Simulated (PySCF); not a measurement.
```xyz
15

B    -2.2364   -0.0885   -0.1243
N    -0.6480    0.3351   -0.0934
C     0.2625   -0.7427   -0.4563
C     1.7138   -0.3704   -0.4543
C     2.2178    0.8105   -0.1463
H    -2.8283    0.8976    0.1917
H    -2.3578   -0.9736    0.6643
H    -2.4677   -0.4267   -1.2435
H    -0.4506    0.6622    0.8474
H    -0.5439    1.1149   -0.7354
H    -0.0237   -1.1022   -1.4499
H     0.0943   -1.5733    0.2370
H     2.3714   -1.1804   -0.7389
H     1.6142    1.6545    0.1464
H     3.2779    0.9910   -0.1721
```

Geometry: GFN2-xTB.

The calculation used PBE0/pcSseg-1, SCF density, gas phase, non-relativistic (PySCF 2.14.0).

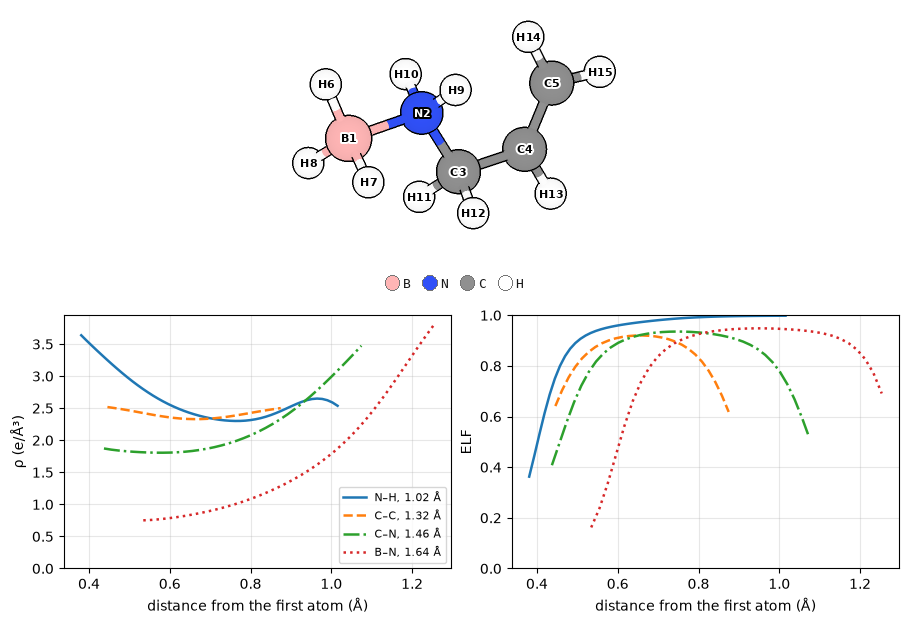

C3H10BN (SMILES [BH3-][NH2+]CC=C). Electron density and electron localisation function along straight lines between neighbouring atoms. The curves leave out the atomic cores. The structure is drawn too.

### What kind of bonding do the profiles show?

N–H (1.02 Å): ρ at the midpoint is about 2.9 e/Å³; the ELF climbs to about 1 towards the hydrogen, as it does in any bond to H; an ordinary covalent bond to hydrogen.
C–C (1.32 Å): ρ at the midpoint is about 2.3 e/Å³; the ELF peaks at about 0.90 between the atoms; a short, multiple covalent bond.
C–N (1.46 Å): the density is about 1.9 e/Å³ at the midpoint; the ELF peaks at about 0.95 between the atoms: localised, covalent bonding.
B–N (1.64 Å): the density is about 1.1 e/Å³ at the midpoint; the ELF peaks at about 0.95 between the atoms (a shared but strongly polarised pair).
